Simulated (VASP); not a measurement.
Band structure of IrO2 (rutile). All values below come from LDA (Ceperley-Alder, Perdew-Zunger), VASP's LDA PAW potentials (set 64) (plane waves; VASP 6.6.1).

Unless said otherwise, spin-orbit coupling is left out, though it shifts the bands of the heavy elements here.

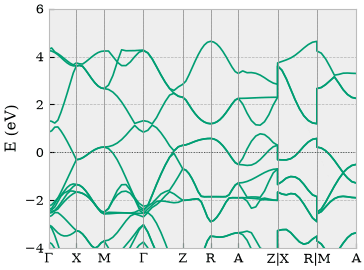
Figure: Bands along high-symmetry lines, zero at the valence-band maximum or, without a gap, the Fermi level

### Question
Read the plot: is there a gap, and where are the band edges?

### Answer
It has no gap at this level: it comes out as a metal or semimetal. (Edges off the drawn lines would not show.)

The compound is IrO2 in the rutile structure. It was relaxed first.
